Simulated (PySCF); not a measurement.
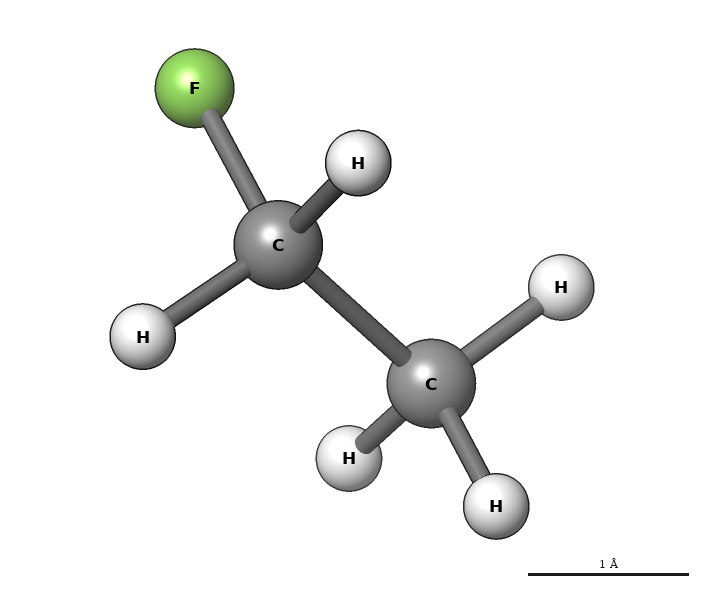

A ball-and-stick model of a molecule.

The computed structure is the end point of a GFN2-xTB optimisation. No frequency run is at hand to confirm it as a minimum.

Identify the structure.

The molecule is C2H5F. Its SMILES string is `CCF`. It has no ring. Among its groups: C–F bond. The point group is Cs. Coordination: 2 C tetrahedral.

The parts below concern this one geometry. Atoms keep their numbers from picture to picture.

## NMR shielding

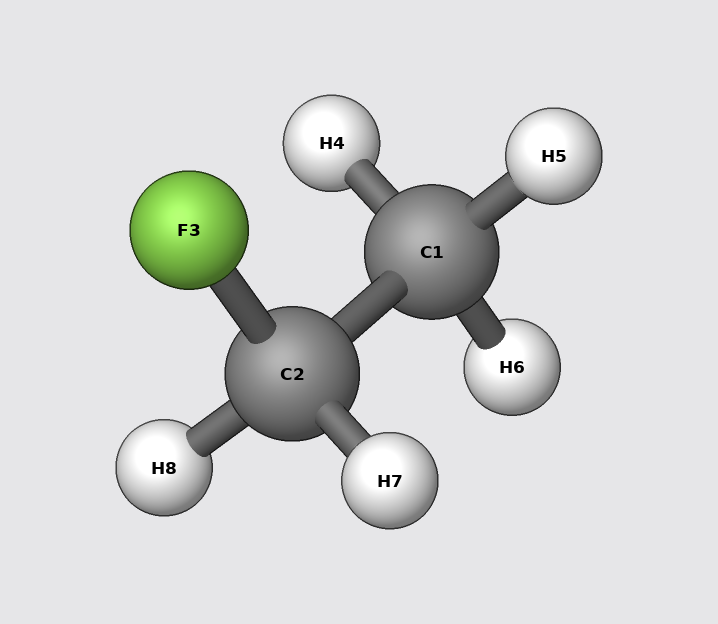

The questions are on isotropic NMR shieldings of the H atoms. No frequency run is at hand to confirm it as a minimum. Method: GIAO PBE0/pcSseg-1 NMR shielding, non-relativistic, gas phase (PySCF 2.14.0).

List the isotropic NMR shieldings of the H atoms.

```
atom  σ (ppm)
  H4    30.11
  H5    30.12
  H6    30.84
  H7    26.91
  H8    26.91
```

## Electronic properties

No frequency run is at hand to confirm it as a minimum. Level of theory: PBE0/def2-SVPD, gas phase (PySCF 2.14.0). Excitations: vertical, linear response.

Estimate the HOMO–LUMO gap.

10.28 eV.

What is the dipole moment?

1.90 D.

What is the HOMO energy (Kohn–Sham orbital)?

−9.44 eV.

Estimate the brightest of the 6 lowest singlets.

9.98 eV.

## Bond orders

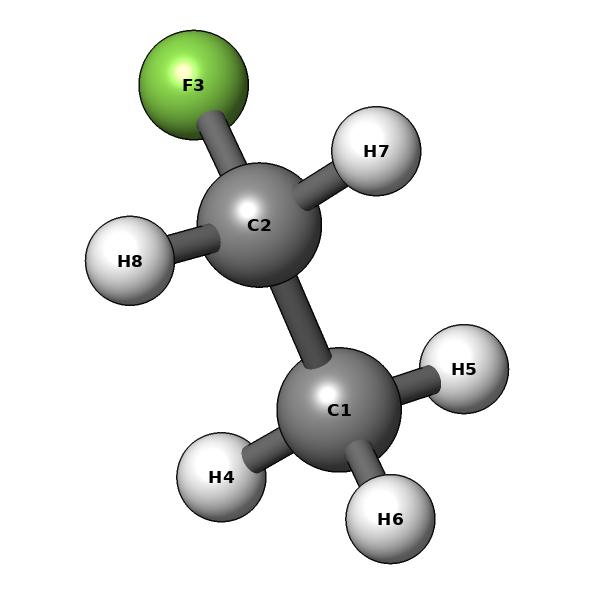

Every bond is drawn as one stick. No frequency run is at hand to confirm it as a minimum. Level of theory: PBE0/pcSseg-1 (PySCF 2.14.0).

Which bond has the highest Mayer bond order?

C1–C2, 1.06, at a length of 1.517 Å.

List the Mayer bond orders of C1–C2, C1–H4, C1–H6, C2–F3, C2–H7 (one bond of each equivalent set).

```
 bond  Mayer order  length (Å)
C1–C2         1.06       1.517
C1–H4         0.96       1.087
C1–H6         0.96       1.086
C2–F3         0.89       1.376
C2–H7         0.95       1.095
```
